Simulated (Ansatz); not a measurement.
Take SiO2 in the rutile structure (space group P4_2/mnm, No. 136; a = 4.1549 Å, c = 2.6615 Å) as the base. Axes: x, y, z lie along a, b, c of the conventional cell.

The change: the cell is stretched by 3.00 % along x with no lateral relaxation, atoms relaxed at fixed cell.

All numbers come from Kohn–Sham DFT with the LDA functional, run in Ansatz (a program for electronic structure) with PAW and 420 eV plane waves, without spin-orbit coupling.

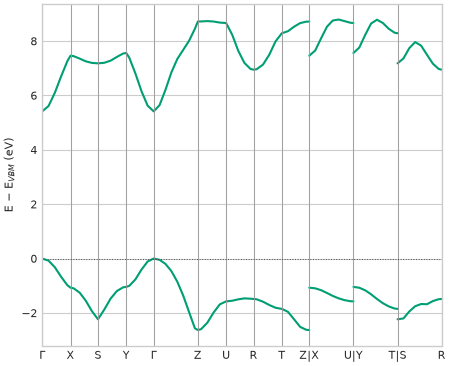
Figure. Highest valence and lowest conduction band along the path of the changed cell's own zone

### Question
Read the changed gap and its character from the plot.

### Answer
About 5.4 eV, direct at Γ.

The cells carry an imposed strain or load. Stability against distortions was not tested. Labels are those of the standard path for the cell's own space group.
